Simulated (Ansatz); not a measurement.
# the pair HS2···H: levels of theory compared

Wanted: a comparison of 6 runs (CAM-B3LYP/STO-3G, PBE0/STO-3G, r2SCAN/STO-3G, MP2/STO-3G, CCSDTQ/STO-3G, FCI/STO-3G) of the pair HS2···H. 

Program for the calculation: Ansatz 0.2.0.

29 further runs of the same task are left out: 29 set aside as unsound or not needed.

## Step 1: Starting point

H2S2 has 4 atoms, charge 0, and is taken as a singlet. The H4–S2 distance was set to 3.350 Å, away from the relaxed value.

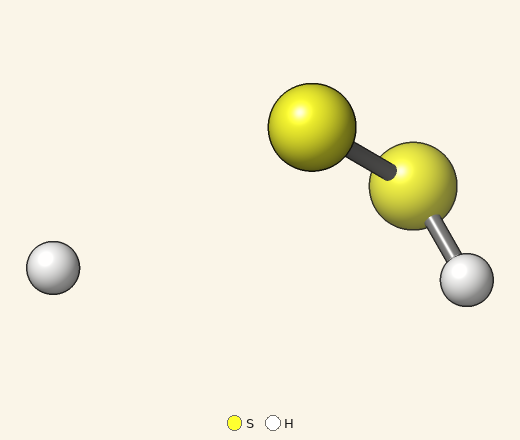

The structure, seen from a chosen angle (sulfur yellow, hydrogen white).

## Step 2: The energy at CAM-B3LYP/STO-3G (run 1)

File in.yaml:

```yaml
crystal:
  periodic: [false, false, false]
  atoms:
    - {symbol: S, position_ang: [-1.275679, 0.756218, -2.202434]}
    - {symbol: S, position_ang: [-1.270809, 1.985548, -0.567814]}
    - {symbol: H, position_ang: [-0.141419, 1.190188, -2.768224]}
    - {symbol: H, position_ang: [0.143010, -0.127830, 1.612990]}
basis:
  gaussian: {orbitals: STO-3G}
hamiltonian: {xc: {name: CAM-B3LYP}}
accuracy: high
```

Command:

```console
$ ansatz run in.yaml --threads 1 --pin off --max-ram 2610MiB --events-out events.jsonl --progress --plain --runs-dir runs
```

Log:

```text
Warning: RAYON_NUM_THREADS=1 ignored (pool sized by the plan → 1); use --threads N
Functional definition: CAM-B3LYP
  name "CAM-B3LYP"
  parameter alpha = 0.19
  parameter beta = 0.46
  parameter omega = 0.33/bohr
  parameter ac = 0.81
  exchange = (1 - alpha - beta)*b88_x + beta*b88_x_sr(omega) + alpha*exact_x + beta*exact_x_lr(omega)
  correlation = (1 - ac)*vwn5_c + ac*lyp_c
338 factors; integrals over basis functions are off by at most 1.6e-8 eV
135 factors; integrals over basis functions are off by at most 1.4e-9 eV
mean field evaluation 1: about -21446.0111 eV, gradient 2.1e1 eV
mean field evaluation 2: about -21443.6928 eV, gradient 1.7e1 eV
mean field evaluation 4: about -21447.7610 eV, gradient 1.8e1 eV
mean field evaluation 8: about -21450.2643 eV, gradient 1.8e1 eV
mean field evaluation 16: about -21454.5794 eV, gradient 5.1e-4 eV
mean field -21454.57938698 eV, -788.4412500355 hartree, gradient 6.3e-9 eV, S^2 0.000000; 0 other end points of the search recorded, 0 dependent functions left out
reference -21454.57940077 eV, -788.4412505421 hartree; 17, 17 occupied and 3, 3 virtual orbitals, 338 factors
Total energy: -21454.57940077 eV, -788.4412505421 hartree
```

Wall time 1.4 s (1 thread of Arm Neoverse V1, shared host); peak memory 0.092 GiB.

## Step 3: The energy at PBE0/STO-3G (run 2)

File input.yaml:

```yaml
crystal:
  periodic: [false, false, false]
  atoms:
    - {symbol: S, position_ang: [-1.275679, 0.756218, -2.202434]}
    - {symbol: S, position_ang: [-1.270809, 1.985548, -0.567814]}
    - {symbol: H, position_ang: [-0.141419, 1.190188, -2.768224]}
    - {symbol: H, position_ang: [0.143010, -0.127830, 1.612990]}
basis:
  gaussian: {orbitals: STO-3G}
magnetization: {spin_polarized: false}
hamiltonian: {xc: pbe0}
accuracy: high
```

Command:

```console
$ ansatz run input.yaml --threads 1 --pin off --max-ram 2610MiB --events-out events.jsonl --progress --plain --runs-dir runs
```

Log:

```text
Warning: RAYON_NUM_THREADS=1 ignored (pool sized by the plan → 1); use --threads N
Functional definition: PBE0
  name "PBE0"
  parameter a = 0.25
  parameter kappa = 0.804
  parameter beta = 0.06672455060314922
  exchange = (1 - a)*pbe_x(kappa = kappa, mu = beta*pi^2/3) + a*exact_x
  correlation = pbe_c(beta = beta)
338 factors; integrals over basis functions are off by at most 1.6e-8 eV
mean field evaluation 1: about -21439.8147 eV, gradient 2.1e1 eV
mean field evaluation 2: about -21436.7849 eV, gradient 2.0e1 eV
mean field evaluation 4: about -21446.0585 eV, gradient 2.0e1 eV
mean field evaluation 8: about -21447.0094 eV, gradient 1.6e1 eV
mean field evaluation 16: about -21448.9970 eV, gradient 3.5e-8 eV
mean field -21448.99699185 eV, -788.2361007983 hartree, gradient 3.5e-8 eV, S^2 0.000000; 0 other end points of the search recorded, 0 dependent functions left out
reference -21448.99699321 eV, -788.2361008483 hartree; 17, 17 occupied and 3, 3 virtual orbitals, 338 factors
Total energy: -21448.99699321 eV, -788.2361008483 hartree
```

Run time: 1.1 s. Hardware: 1 thread of Arm Neoverse V1, shared host.

Runs 3 to 5 aren't shown in full; the table further down has their settings and results.

## Step 4: A single-point energy at FCI/STO-3G (run 6)

File run.yaml:

```yaml
basis:
  gaussian:
    orbitals: STO-3G
crystal:
  periodic: [false, false, false]
  atoms:
    - {symbol: S, position_ang: [-1.275679, 0.756218, -2.202434]}
    - {symbol: S, position_ang: [-1.270809, 1.985548, -0.567814]}
    - {symbol: H, position_ang: [-0.141419, 1.190188, -2.768224]}
    - {symbol: H, position_ang: [0.143010, -0.127830, 1.612990]}
accuracy: high
correlation:
  method: fci
  frozen_orbitals: {H: 0, S: 5}
```

Command:

```console
$ ansatz run run.yaml --threads 1 --pin off --max-ram 2610MiB --events-out events.jsonl --progress --plain --runs-dir runs
```

Log, cut to the lines that bear on the results:

```text
Warning: RAYON_NUM_THREADS=1 ignored (pool sized by the plan → 1); use --threads N
Functional definition: HF
  name "HF"
[...]
338 factors; integrals over basis functions are off by at most 1.6e-8 eV
[...]
mean field -21419.54622052 eV, -787.1538049142 hartree, gradient 6.4e-8 eV, S^2 0.000000; 2 other end points of the search recorded, 0 dependent functions left out; unrestricted orbitals would lower it
[...]
unrestricted determinant -21425.46008911 eV, -787.3711355765 hartree, S^2 1.0033
10 core orbitals not correlated: weight in the atoms' cores, before any rotation towards them, 1.000 or more for the frozen orbitals, at most 0.000 for the correlated occupied ones
reference -21419.54622052 eV, -787.1538049142 hartree; 7, 7 occupied and 3, 3 virtual orbitals, 338 factors
state -21426.96815021 eV, -787.4265557996 hartree
Total energy: -21426.96815021 eV, -787.4265557996 hartree
```

It took 0.4 s on 1 thread of Arm Neoverse V1, shared host.

## Step 5: All runs side by side

```tsv
run	level	frozen core orbitals	energy (Eh)	wall time
1	CAM-B3LYP/STO-3G	–	-788.441251	1.4 s
2	PBE0/STO-3G	–	-788.236101	1.1 s
3	r2SCAN/STO-3G	–	-788.487595	4.8 s
4	MP2/STO-3G	10	-787.359989	0.22 s
5	CCSDTQ/STO-3G	10	-787.426540	2.9 s
6	FCI/STO-3G	10	-787.426556	0.4 s
```

## Step 6: Summary of results

```
                                           quantity          value
                                run 6: total energy  -787.42656 Eh
run 6: correlation energy (10 core orbitals frozen)     -272.8 mEh
```

Against full CI in this basis: MP2 +66.6 mEh; CCSDTQ +0.0 mEh. Totals of different functionals can't be ranked against each other. In runs 4, 5 the log says that unrestricted orbitals would lower the reference, so the values rest on an unstable closed-shell determinant (other closed-shell runs at this shape may share the fault). In runs 1, 2, 3, 4, 5, 6 the basis is minimal, so the values are rough. In runs 1, 2, 3, 4 a closed-shell determinant meets a far-stretched bond, which it describes badly. All runs together took 11 s, the longest 4.8 s.
